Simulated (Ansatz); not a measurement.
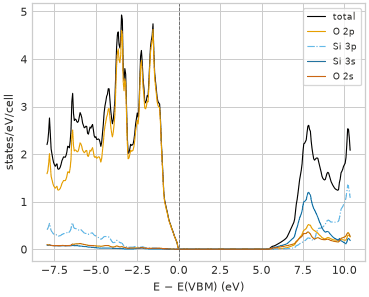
*Total and projected density of states of SiO₂ (rutile, space group No. 136), DFT-PBEsol in the program Ansatz with PAW potentials*

**Question.** Which orbitals carry the states next to the gap?

**Answer.** Top 1 eV of the valence band: O 2p 97 %. Bottom 1 eV of the conduction band: Si 3s 49 %, O 2s 35 %, O 2p 8 %. Projections are on Löwdin-orthogonalised atomic valence shells; empty p or d shells of many metals are not among them.

**Question.** Where is the tallest occupied peak in this window, and what makes it?

**Answer.** Near -3.4 eV, about 4.9 states/eV per cell; the largest projected share is O 2p.

Space group P4_2/mnm (rutile). This is a known high-pressure phase of the composition, computed here at zero pressure and temperature. The cell was relaxed with PBEsol under the symmetry of its start; its stability against distortions is not shown here.

Potentials: the later of the program's two PAW sets.
